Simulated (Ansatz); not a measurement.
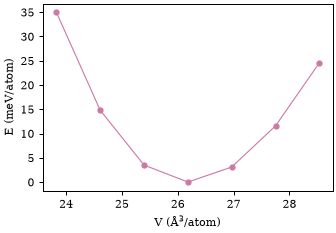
AgI (CsCl type, space group No. 221) under volume change, PBEsol in the plane-wave PAW code Ansatz, scaled uniformly.

What does a third-order Birch–Murnaghan fit give for V₀, B₀ and B′?

V₀ = 26.19 Å³/atom, B₀ = 43.6 GPa, B′ = 4.6.

Space group Pm-3m (CsCl type). The workflow started from a Materials Project entry (that database holds measured and hypothetical structures alike); the Crystallography Open Database copy checked does not list it. It is not the phase usual at ambient conditions (space group No. 186, 216). The PBEsol relaxation kept the symmetry of its start. At this level the phase is mechanically unstable. The run is not spin-polarised. Its formation energy is positive at this level, so the cell may be metastable or incomplete. Spin–orbit coupling is left out wherever it is not named.

Potentials: the later of the program's two PAW sets.
